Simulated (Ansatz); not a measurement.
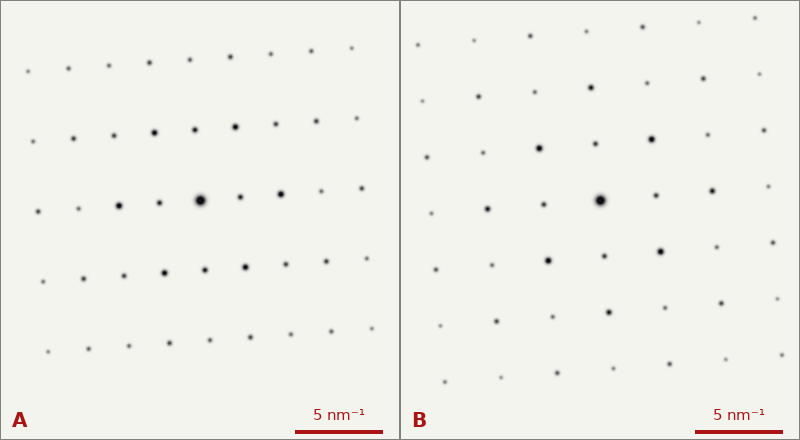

Kinematic electron diffraction patterns (200 kV, B = 0.5 Å², same scale, each along a low-index zone) of two structures of composition OsCl, each relaxed at zero pressure with DFT PBE, scalar-relativistic, plane waves, PAW (Ansatz).

The structures (standard cells):
1. Pm-3m (No. 221), a = 3.086 Å, 2 atoms; generated start, possibly hypothetical
2. P-6m2 (No. 187), a = 2.858 Å, c = 4.288 Å (hexagonal axes), 2 atoms; generated start, possibly hypothetical

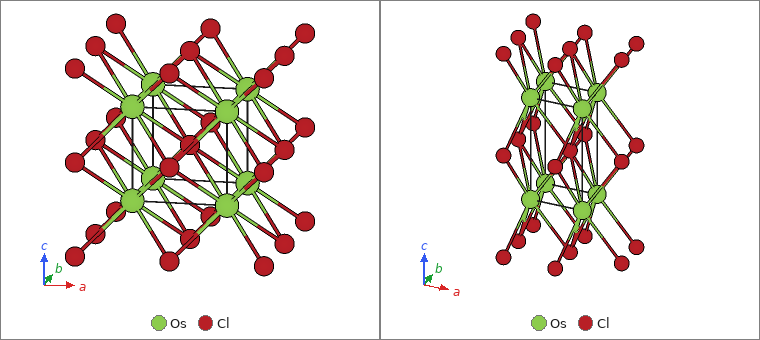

Drawings of the structures 1 to 2, from left to right (each may span several cells).

Question: Which pattern belongs to which structure, and along which zone?

Answer: A is structure 2 along [100] or an equivalent direction: rectangular net of 0 0 1 at d = 4.29 Å and 0 1 0 at d = 2.47 Å, 90.0° apart. B is structure 1 along [001] or an equivalent direction: square net of 1 0 0 at d = 3.09 Å and 0 1 0 at d = 3.09 Å, 90.0° apart.

Question: Which structure lies lowest at this level of theory, and by how much?

Answer: Structure 2 (P-6m2, 15.16 Å³ an atom) is the lowest of these; structure 1 (Pm-3m, 14.70 Å³ an atom) lies about 460 meV an atom higher. These are static energies at 0 K; other structures, not shown, may lie lower still.
